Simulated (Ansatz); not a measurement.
The calculation's input:

```
crystal:
  periodic: [false, false, false]
  atoms:
    - {symbol: B, position_ang: [-0.240385, -1.312150, 0.012871]}
    - {symbol: Cl, position_ang: [0.603183, -2.319060, 1.202309]}
    - {symbol: Cl, position_ang: [-0.727857, -2.102516, -1.496330]}
    - {symbol: N, position_ang: [-0.592792, 0.012036, 0.292964]}
    - {symbol: Si, position_ang: [-0.057075, 0.729360, 1.810661]}
    - {symbol: Si, position_ang: [-1.411107, 0.952920, -0.952216]}
    - {symbol: H, position_ang: [2.780648, -1.061816, -0.602311]}
    - {symbol: O, position_ang: [2.222141, -0.489335, -1.134375]}
    - {symbol: H, position_ang: [-0.510713, 2.140491, 1.806159]}
    - {symbol: H, position_ang: [1.419867, 0.683726, 1.921097]}
    - {symbol: H, position_ang: [-0.670832, 0.020773, 2.959136]}
    - {symbol: H, position_ang: [-0.597575, 1.006973, -2.189397]}
    - {symbol: H, position_ang: [-1.586778, 2.322733, -0.413842]}
    - {symbol: H, position_ang: [-2.740893, 0.368084, -1.248142]}
    - {symbol: H, position_ang: [2.110069, -0.952222, -1.968584]}
basis:
  gaussian: {orbitals: def2-TZVPP}
hamiltonian: {xc: pbe0, dispersion: d4}
output: {orbitals: {seedname: orbitals}}
```

Command:

```sh
ansatz run in.yaml --threads 4 --pin off --events-out ev --progress --plain --max-ram 46080MiB --backend cuda --devices 0, --max-vram 37GiB
```

The reactant side of a reaction path; geometry: PBE0-D4/def2-TZVP.

The calculation used Ansatz, RKS PBE0-D4/def2-TZVPP.

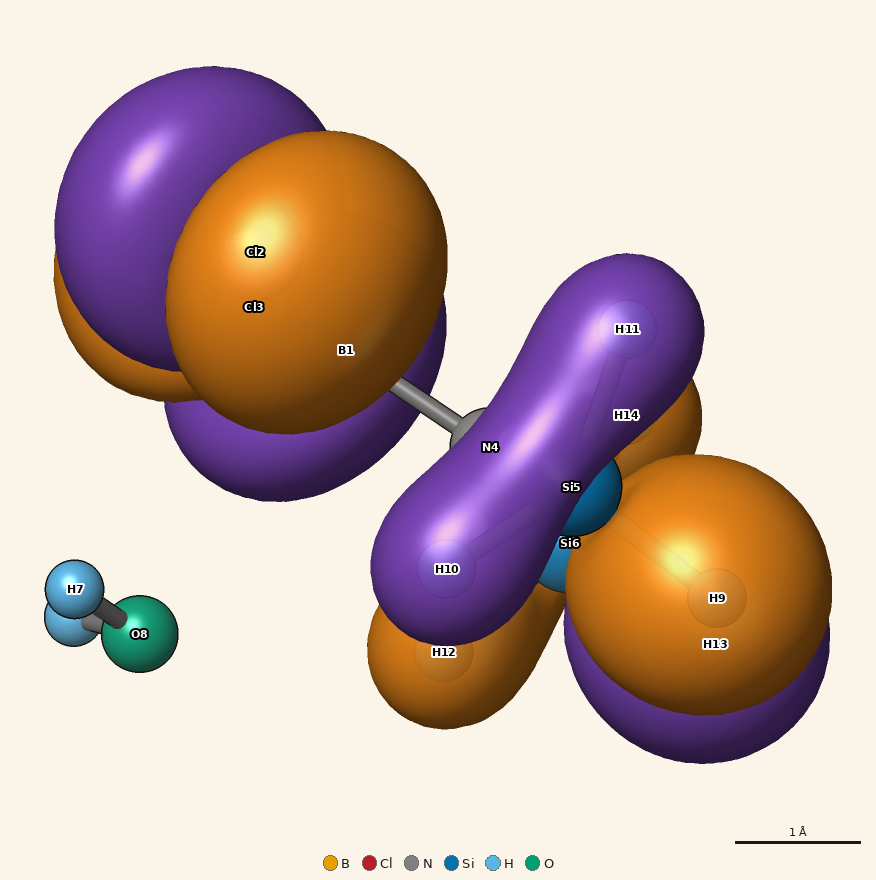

BCl2H6NSi2···H2O. The HOMO−1 at ±0.06 Å⁻³ᐟ² (orange and purple are the two phases), seen from one side.

What is the character of this orbital?

It lies mainly on Cl2 (about 35 %), Cl3 (about 35 %), Si6 (about 5 %) and Si5 (about 5 %). Its energy is −8.75 eV.
